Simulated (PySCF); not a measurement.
# C2H3ClO (acetyl chloride): what the fields show

Input

```
{"job": {"kind": "nmr", "xc": "PBE0", "basis": "pcSseg-1"}, "charge": 0, "multiplicity": 1}
C     -0.680762    -0.064339     0.065741
C      0.746723     0.305991    -0.116137
O      1.216849     1.371962    -0.318875
Cl     1.807955    -1.114256     0.006398
H     -1.301939     0.824049    -0.020445
H     -0.816520    -0.523175     1.042776
H     -0.968972    -0.795326    -0.686536
```

Launched as:

```sh
OMP_NUM_THREADS=1 python probes_run.py task.json out
```

Geometry: GFN2-xTB.

The calculation used PBE0/pcSseg-1, SCF density, gas phase, non-relativistic in PySCF.

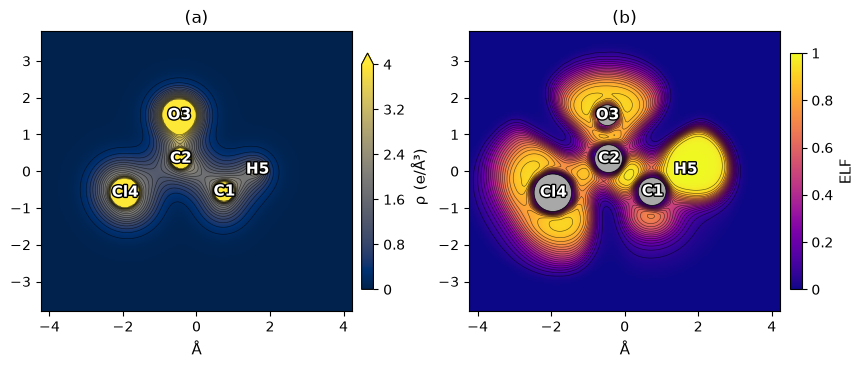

Figure 1. (a) total electron density; (b) ELF on the plane of atoms C1, C2 and O3. Grey discs cover the atomic cores in the ELF map.

Describe what can be read from this map.

Answer.
- The section cuts through C, O, Cl and H sites.
- C–O (1.18 Å): ρ at the midpoint is about 3.5 e/Å³; the ELF peaks at about 0.85 between the atoms: a multiple bond.
- C–C (1.49 Å): ρ is about 1.8 e/Å³ halfway; the ELF peaks at about 0.95 between the atoms, as expected for a shared electron pair.
- C–Cl (1.78 Å): the density is about 1.4 e/Å³ at the midpoint; the ELF peaks at about 0.85 between the atoms (localised, covalent bonding).
- C–H (1.09 Å): the density is about 2 e/Å³ at the midpoint; the ELF climbs to about 1 towards the hydrogen, as it does in any bond to H; an ordinary covalent bond to hydrogen.
- The ELF also peaks beside Cl4 and O3, away from the bonds: lone-pair regions.

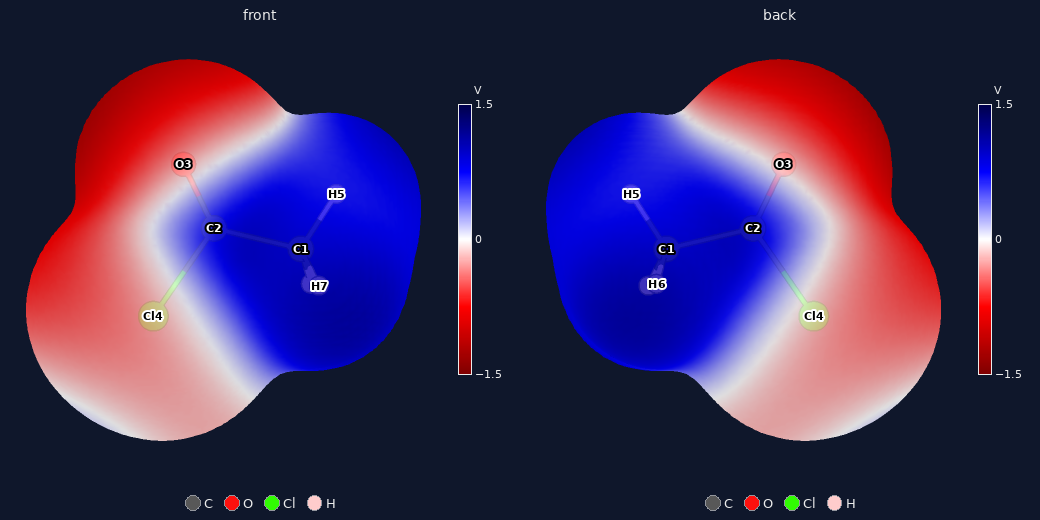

Figure 2. The electrostatic potential painted on the density surface at 0.001 e/bohr³, seen from the front and from behind; the colour scale runs from red (negative) to blue (positive).

Where is the surface potential most negative and most positive?

Answer. The most negative region (about −1.2 V) lies over O3, the most positive (about +1.1 V) over H6 and H7. O3 is the likeliest acceptor of a hydrogen bond.

How polar is the molecule by this calculation?

Answer. Its dipole moment is 2.90 D.
